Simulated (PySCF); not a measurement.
C$_{2}$H$_{8}$Si$_{2}$ (SMILES C1[SiH2]C[SiH2]1)

```xyz
12

C     0.2585    0.3970    1.2836
Si    1.2875   -0.2449   -0.1870
C    -0.2573   -0.3922   -1.2940
Si   -1.2876    0.2411    0.1795
H     0.4970    1.4217    1.6066
H     0.2635   -0.2518    2.1726
H     2.3037    0.7316   -0.6894
H     1.9661   -1.5520    0.0772
H    -0.2601    0.2648   -2.1770
H    -0.4967   -1.4135   -1.6267
H    -1.9789    1.5424   -0.0803
H    -2.2935   -0.7456    0.6829
```

Geometry: PBE0-D3(BJ)/def2-SVP.

Computed with PySCF, CAM-B3LYP/def2-SVPD, SCF density, gas phase.

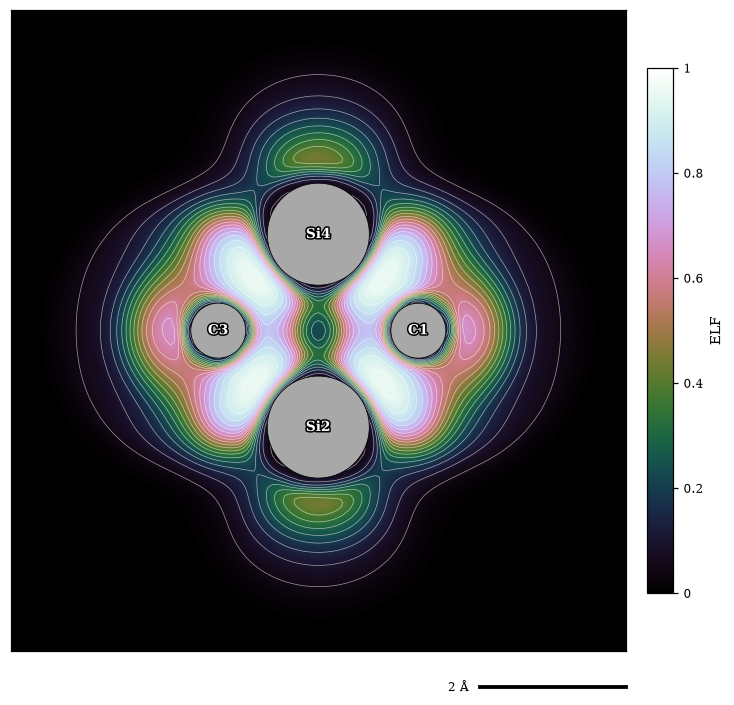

Figure 1. Electron localisation function on the plane of atoms Si2, C3 and Si4. Grey discs cover the atomic cores.

Question: Read the bonding off the picture.

Answer:
- The plane passes through C and Si nuclei.
- C–Si (1.91 Å): the ELF peaks at about 0.95 between the atoms: a covalent bond.

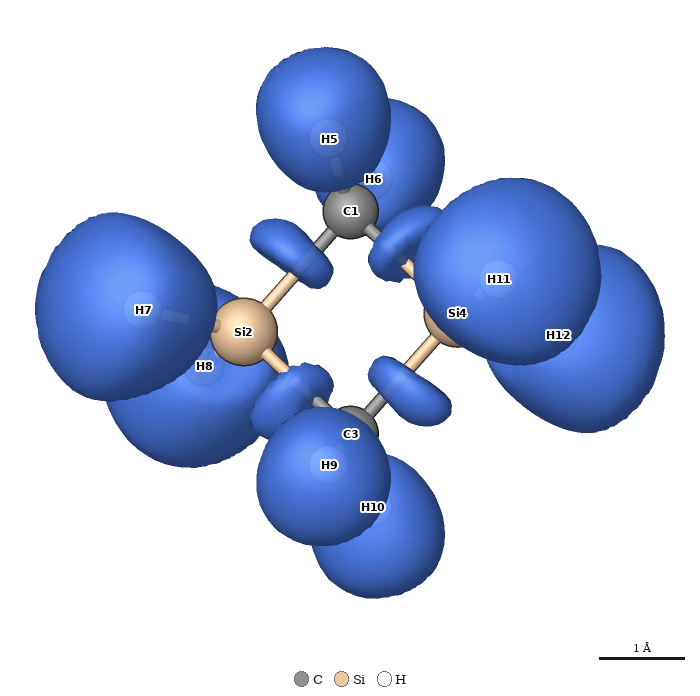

Figure 2. Isosurface of the electron localisation function at 0.85 (blue), seen at a tilt. Core shells and regions of very low density are left out.

Question: Where are the electrons localised?

Answer: At this value the surface marks out four regions between bonded C–Si atoms (shared pairs) and eight regions around hydrogen nuclei. Profiles from the grid: C–H (1.10 Å): the ELF climbs to about 1 towards the hydrogen, as it does in any bond to H (a covalent bond by its length).

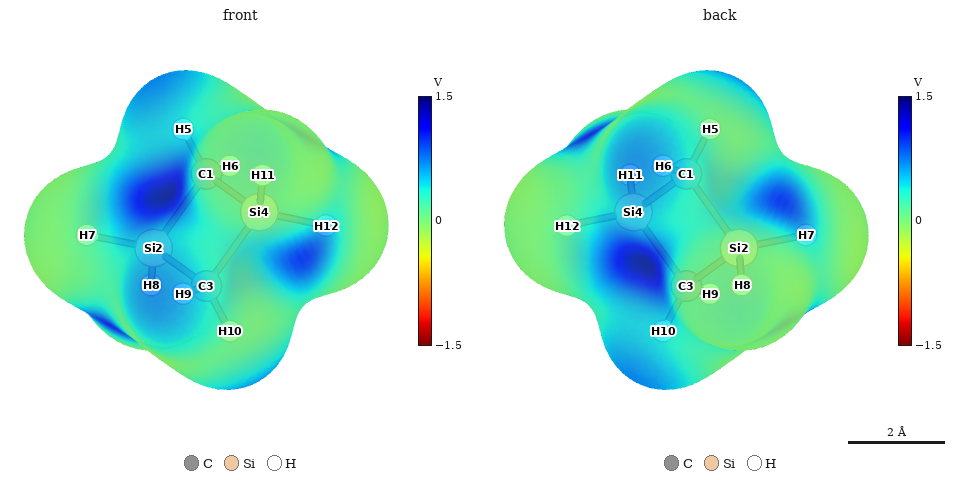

Figure 3. The molecular electrostatic potential painted on the density surface at 0.002 e/bohr³, seen from the front and from behind; the colour scale runs from red (negative) to blue (positive).

Question: Where is the surface potential most negative and most positive?

Answer: The most negative region (about −0.1 V) lies over the C and H atoms, the most positive (about +1.3 V) over Si2 and Si4.

Question: How polar is the molecule by this calculation?

Answer: Its dipole moment is zero.
